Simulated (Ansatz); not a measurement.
## Run report: C2H8AlN, nudged elastic band (part 1 of 2)

The run: nudged elastic band of C2H8AlN. Method and program: RHF/STO-3G (Ansatz 0.2.0).

It belongs to a series of runs on one base structure; here: band between the two ends. Figures and captions count atoms from 1; the log counts them from 0 in places.

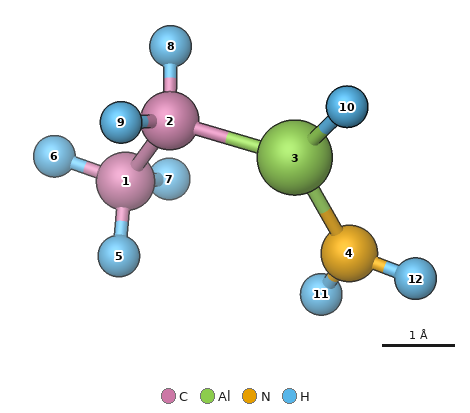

*The structure as given in the input (ball-and-stick view, seen at a tilt; atoms are numbered from 1 in the order of the input). Sticks mark near contacts.*

Bond lengths as drawn: Al–C 1.91 Å, Al–H 1.47 Å, Al–N 1.72 Å, C–C 1.54 Å, C–H 1.09 Å and H–N 1.02 Å.

**Input**
```yaml
crystal:
  periodic: [false, false, false]
  atoms:
    - { symbol: C, position_ang: [-1.164738, 1.039832, 0.071651] }
    - { symbol: C, position_ang: [0.170237, 0.785476, 0.805765] }
    - { symbol: Al, position_ang: [1.1705, -0.722808, 0.207176] }
    - { symbol: "N", position_ang: [0.550201, -1.689981, -1.066867] }
    - { symbol: H, position_ang: [-1.840239, 0.19396, 0.17198] }
    - { symbol: H, position_ang: [-1.6799, 1.913843, 0.463539] }
    - { symbol: H, position_ang: [-1.007934, 1.206092, -0.991201] }
    - { symbol: H, position_ang: [0.776203, 1.68345, 0.721545] }
    - { symbol: H, position_ang: [-0.04367, 0.685344, 1.866371] }
    - { symbol: H, position_ang: [2.467198, -1.099005, 0.796501] }
    - { symbol: H, position_ang: [-0.326897, -1.541067, -1.556867] }
    - { symbol: H, position_ang: [1.006037, -2.510335, -1.455593] }
basis:
  gaussian: { orbitals: STO-3G }
hamiltonian:
  xc: hf
neb:
  order_check: false
  images: 7
  f_tol: 0.05
  max_iterations: 60
  final_atoms:
    - { symbol: C, position_ang: [-1.06252462, 1.35049349, 0.06348307] }
    - { symbol: C, position_ang: [-0.00481127, 0.54480825, 0.85431406] }
    - { symbol: Al, position_ang: [1.14939579, -0.49706546, -0.24942395] }
    - { symbol: "N", position_ang: [0.62164001, -2.059677, -0.7234647] }
    - { symbol: H, position_ang: [-1.71041578, 0.69637611, -0.51525795] }
    - { symbol: H, position_ang: [-1.69975135, 1.93383534, 0.72376491] }
    - { symbol: H, position_ang: [-0.59654981, 2.04574352, -0.6309009] }
    - { symbol: H, position_ang: [0.56715024, 1.2469513, 1.4531968] }
    - { symbol: H, position_ang: [-0.53255144, -0.08775303, 1.56177771] }
    - { symbol: H, position_ang: [2.46331926, -0.03184815, -0.72576034] }
    - { symbol: H, position_ang: [1.14108175, -2.70280025, -1.31400254] }
    - { symbol: H, position_ang: [-0.25898479, -2.49426312, -0.46372618] }
  initial_path:
    images:
      - { positions_ang: [[-1.164738, 1.039832, 0.071651], [0.170237, 0.785476, 0.805765], [1.1705, -0.722808, 0.207176], [0.550201, -1.689981, -1.066867], [-1.840239, 0.19396, 0.17198], [-1.6799, 1.913843, 0.463539], [-1.007934, 1.206092, -0.991201], [0.776203, 1.68345, 0.721545], [-0.04367, 0.685344, 1.866371], [2.467198, -1.099005, 0.796501], [-0.326897, -1.541067, -1.556867], [1.006037, -2.510335, -1.455593]] }
      - { positions_ang: [[-1.13940136, 1.0796279, 0.07360434], [0.13103773, 0.75714026, 0.83342326], [1.16088224, -0.68485835, 0.11648282], [0.52871057, -1.79598393, -1.03971378], [-1.82019385, 0.25048296, 0.04734681], [-1.69157663, 1.92248626, 0.51857924], [-0.92339618, 1.3586039, -0.94049859], [0.75466948, 1.6418094, 0.86403146], [-0.13337015, 0.54805291, 1.85452791], [2.53187143, -0.89137718, 0.5221758], [-0.21387606, -1.62273232, -1.65854488], [0.89164078, -2.61845082, -1.15741438]] }
      - { positions_ang: [[-1.11406473, 1.11942379, 0.07555767], [0.09183845, 0.72880452, 0.86108152], [1.15126449, -0.6469087, 0.02578964], [0.50722014, -1.90198686, -1.01256057], [-1.80014869, 0.30700592, -0.07728639], [-1.70325326, 1.93112953, 0.57361947], [-0.83885836, 1.51111581, -0.88979617], [0.73313596, 1.6001688, 1.00651793], [-0.2230703, 0.41076183, 1.84268482], [2.59654486, -0.68374935, 0.24785061], [-0.10085511, -1.70439765, -1.76022276], [0.77724456, -2.72656664, -0.85923577]] }
      - { positions_ang: [[-1.08872809, 1.15921969, 0.07751101], [0.05263918, 0.70046879, 0.88873977], [1.14164673, -0.60895904, -0.06490354], [0.48572971, -2.00798979, -0.98540735], [-1.78010354, 0.36352888, -0.20191958], [-1.71492988, 1.93977279, 0.62865971], [-0.75432054, 1.66362771, -0.83909376], [0.71160244, 1.5585282, 1.14900439], [-0.31277046, 0.27347074, 1.83084173], [2.66121829, -0.47612153, -0.02647459], [0.01216583, -1.78606297, -1.86190064], [0.66284833, -2.83468246, -0.56105715]] }
      - { positions_ang: [[-1.06339146, 1.19901558, 0.07946435], [0.01343991, 0.67213305, 0.91639803], [1.13202897, -0.57100939, -0.15559672], [0.46423928, -2.11399272, -0.95825414], [-1.76005838, 0.42005184, -0.32655278], [-1.72660651, 1.94841606, 0.68369995], [-0.66978272, 1.81613961, -0.78839134], [0.69006892, 1.51688759, 1.29149086], [-0.40247061, 0.13617965, 1.81899864], [2.72589172, -0.26849371, -0.30079978], [0.12518677, -1.8677283, -1.96357852], [0.54845211, -2.94279828, -0.26287854]] }
      - { positions_ang: [[-1.06317475, 1.23688506, 0.07546903], [0.00887711, 0.64030185, 0.90087704], [1.13637068, -0.55252341, -0.17905353], [0.50358946, -2.10041379, -0.89955678], [-1.74764773, 0.48913291, -0.37372907], [-1.71989272, 1.94477088, 0.69371619], [-0.65147449, 1.87354059, -0.74901873], [0.65933925, 1.44940352, 1.33191734], [-0.43499082, 0.08019648, 1.7546934], [2.6602486, -0.20933232, -0.40703992], [0.37916052, -2.07649629, -1.80118452], [0.34659289, -2.83066449, -0.31309045]] }
      - { positions_ang: [[-1.06295804, 1.27475454, 0.07147371], [0.00431432, 0.60847065, 0.88535605], [1.14071238, -0.53403743, -0.20251034], [0.54293965, -2.08683486, -0.84085942], [-1.73523708, 0.55821398, -0.42090536], [-1.71317893, 1.9411257, 0.70373243], [-0.63316627, 1.93094157, -0.70964612], [0.62860958, 1.38191945, 1.37234383], [-0.46751102, 0.02421331, 1.69038817], [2.59460549, -0.15017093, -0.51328006], [0.63313426, -2.28526428, -1.63879053], [0.14473366, -2.7185307, -0.36330236]] }
      - { positions_ang: [[-1.06274133, 1.31262402, 0.06747839], [-0.00024847, 0.57663945, 0.86983506], [1.14505409, -0.51555144, -0.22596715], [0.58228983, -2.07325593, -0.78216206], [-1.72282643, 0.62729504, -0.46808165], [-1.70646514, 1.93748052, 0.71374867], [-0.61485804, 1.98834254, -0.67027351], [0.59787991, 1.31443537, 1.41277031], [-0.50003123, -0.03176986, 1.62608294], [2.52896237, -0.09100954, -0.6195202], [0.88710801, -2.49403226, -1.47639653], [-0.05712556, -2.60639691, -0.41351427]] }
      - { positions_ang: [[-1.06252462, 1.35049349, 0.06348307], [-0.00481127, 0.54480825, 0.85431406], [1.14939579, -0.49706546, -0.24942395], [0.62164001, -2.059677, -0.7234647], [-1.71041578, 0.69637611, -0.51525795], [-1.69975135, 1.93383534, 0.72376491], [-0.59654981, 2.04574352, -0.6309009], [0.56715024, 1.2469513, 1.4531968], [-0.53255144, -0.08775303, 1.56177771], [2.46331926, -0.03184815, -0.72576034], [1.14108175, -2.70280025, -1.31400254], [-0.25898479, -2.49426312, -0.46372618]] }
```

Launch command:
```bash
ansatz run input.yaml --threads 1 --pin off --max-ram 2048MiB --backend cpu --events-out ev --progress --plain --runs-dir out
```

**What the program printed**
```
Engine: ansatz 0.2.0, x86_64-unknown-linux-gnu
Functional definition: HF
  exchange = exact_x
  correlation = 0
455 factors; integrals over basis functions are off by at most 1.4e-5 eV
mean field evaluation 1: about -10128.6586 eV, gradient 2.0e1 eV
mean field evaluation 2: about -10128.7646 eV, gradient 2.0e1 eV
mean field evaluation 4: about -10130.1621 eV, gradient 1.3e0 eV
mean field evaluation 8: about -10130.1684 eV, gradient 1.6e-5 eV
mean field -10130.16838835 eV, -372.2768217970 hartree, gradient 2.5e-5 eV, S^2 0.000000; 0 other end points of the search recorded, 0 dependent functions left out
the calculation of the forces begins
reference -10130.16838835 eV, -372.2768217970 hartree; 20, 20 occupied and 12, 12 virtual orbitals, 455 factors
455 factors; integrals over basis functions are off by at most 3.0e-5 eV
mean field evaluation 16: about -10130.1601 eV, gradient 1.5e-2 eV
mean field -10130.16011384 eV, -372.2765177145 hartree, gradient 2.5e-5 eV, S^2 0.000000; 0 other end points of the search recorded, 0 dependent functions left out
[... from here on the field's lines of each further geometry are left out, up to the last ...]
NEB iter   1: max|band force component| = 1.799e1 eV/Å  barrier→ = 2.8596 eV  barrier← = 2.8513 eV  Δτ_max = 0.2000 Å  (225 SCF iters)
NEB iter   2: max|band force component| = 3.132e0 eV/Å  barrier→ = 0.7762 eV  barrier← = 0.7679 eV  Δτ_max = 0.1988 Å  (195 SCF iters)
NEB iter   3: max|band force component| = 1.120e0 eV/Å  barrier→ = 0.5633 eV  barrier← = 0.5550 eV  Δτ_max = 0.1942 Å  (182 SCF iters)
NEB iter   4: max|band force component| = 3.514e-1 eV/Å  barrier→ = 0.5172 eV  barrier← = 0.5089 eV  CI = image 4  Δτ_max = 0.1569 Å  (184 SCF iters)
NEB iter   5: max|band force component| = 3.054e-1 eV/Å  barrier→ = 0.5253 eV  barrier← = 0.5170 eV  CI = image 4  Δτ_max = 0.0991 Å  (163 SCF iters)
NEB iter   6: max|band force component| = 3.537e-1 eV/Å  barrier→ = 0.5082 eV  barrier← = 0.4999 eV  CI = image 4  Δτ_max = 0.0497 Å  (160 SCF iters)
NEB iter   7: max|band force component| = 2.055e-1 eV/Å  barrier→ = 0.4983 eV  barrier← = 0.4900 eV  CI = image 4  Δτ_max = 0.0732 Å  (153 SCF iters)
NEB iter   8: max|band force component| = 7.669e-2 eV/Å  barrier→ = 0.4923 eV  barrier← = 0.4841 eV  CI = image 4  Δτ_max = 0.0180 Å  (153 SCF iters)
NEB iter   9: max|band force component| = 5.021e-2 eV/Å  barrier→ = 0.4919 eV  barrier← = 0.4836 eV  CI = image 4  Δτ_max = 0.0472 Å  (162 SCF iters)
NEB iter  10: max|band force component| = 5.358e-2 eV/Å  barrier→ = 0.4916 eV  barrier← = 0.4834 eV  CI = image 4  Δτ_max = 0.0236 Å  (160 SCF iters)
NEB iter  11: max|band force component| = 8.431e-2 eV/Å  barrier→ = 0.4914 eV  barrier← = 0.4831 eV  CI = image 4  Δτ_max = 0.0118 Å  (162 SCF iters)
NEB iter  12: max|band force component| = 2.733e-2 eV/Å  barrier→ = 0.4913 eV  barrier← = 0.4830 eV  CI = image 4  Δτ_max = 0.0235 Å  (164 SCF iters)
the calculation of the forces begins
reference -10130.15903039 eV, -372.2764778984 hartree; 20, 20 occupied and 12, 12 virtual orbitals, 456 factors
455 factors; integrals over basis functions are off by at most 6.2e-5 eV
mean field -10129.67734273 eV, -372.2587762035 hartree, gradient 1.0e-5 eV, S^2 0.000000; 1 other end points of the search recorded, 0 dependent functions left out
the calculation of the forces begins
reference -10129.67734273 eV, -372.2587762035 hartree; 20, 20 occupied and 12, 12 virtual orbitals, 455 factors
NEB iter  13: max|band force component| = 2.685e-2 eV/Å  barrier→ = 0.4910 eV  barrier← = 0.4828 eV  CI = image 4  Δτ_max = 0.0000 Å  (320 SCF iters)
```

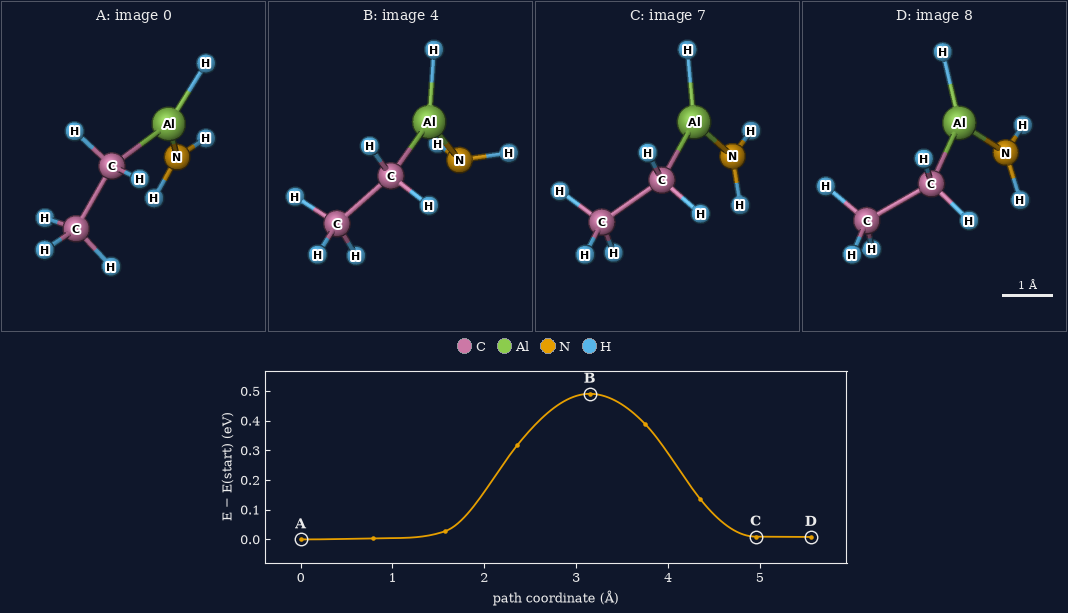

*Images of the last band (counted from 0; ball-and-stick, seen at a tilt) above the energy along the path; the line is a cubic interpolation that uses the forces.*

The highest image is number 4, 0.491 eV above the start and 0.483 eV above the end (the climbing image); the end lies 0.008 eV above the start. The path is 5.56 Å long. The band converged in 13 iterations.
